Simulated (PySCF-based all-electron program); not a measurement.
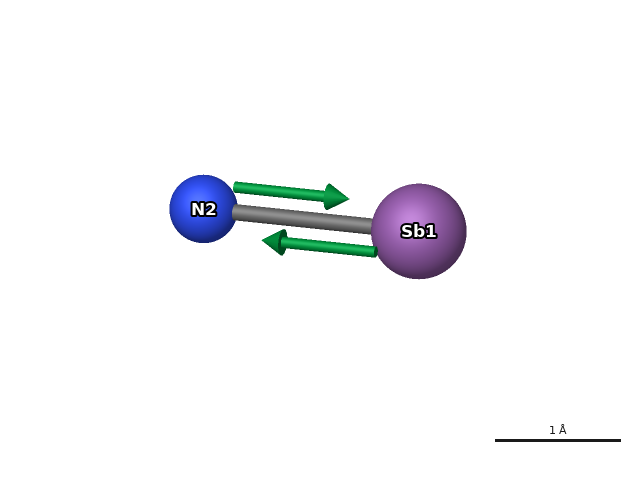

Arrows show the forces on the atoms, 7 Å of arrow for 1 eV/Å; forces under a tenth of the largest aren't drawn. Level of theory: PBE, all-electron, scalar-relativistic (Koelling-Harmon), large uncontracted Gaussian sets (PySCF-based all-electron program).

### Along which bond is the force strongest?

Sb1–N2, now 1.835 Å: the forces pull its atoms together, so a first step downhill shortens it.

List the force components in the frame of the picture (x right, y up, z towards the viewer), in eV/Å.

```
atom     Fx     Fy     Fz
 Sb1  −0.13   0.01  −0.05
  N2   0.13  −0.01   0.05
```
